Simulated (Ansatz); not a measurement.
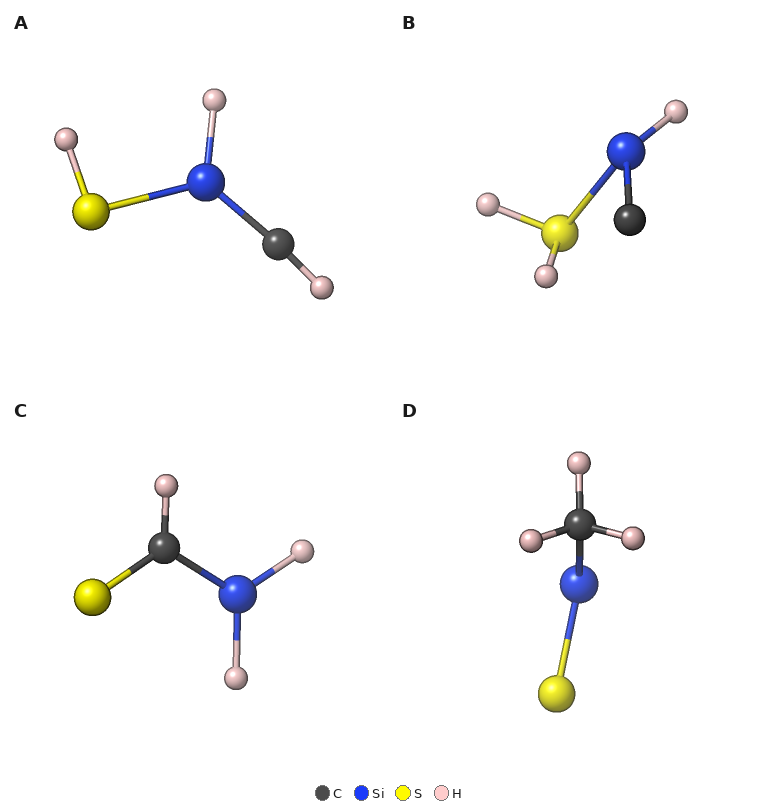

4 stationary structures of one formula. State: neutral, doublet. Geometries: PBE0-D4/def2-TZVP. Electronic energies: PBE0-D4/def2-TZVPP (Ansatz 0.2.0), without zero-point energy. No frequency run is at hand to confirm each as a minimum.

> Which is lowest in energy, and by how much?

D is lowest; C lies 41.1 kcal/mol above it (Cs), A lies 57.8 kcal/mol above it (Cs), B lies 138.4 kcal/mol above it (C1).

The determinant isn't a pure spin state (⟨S²⟩ up to 0.88).
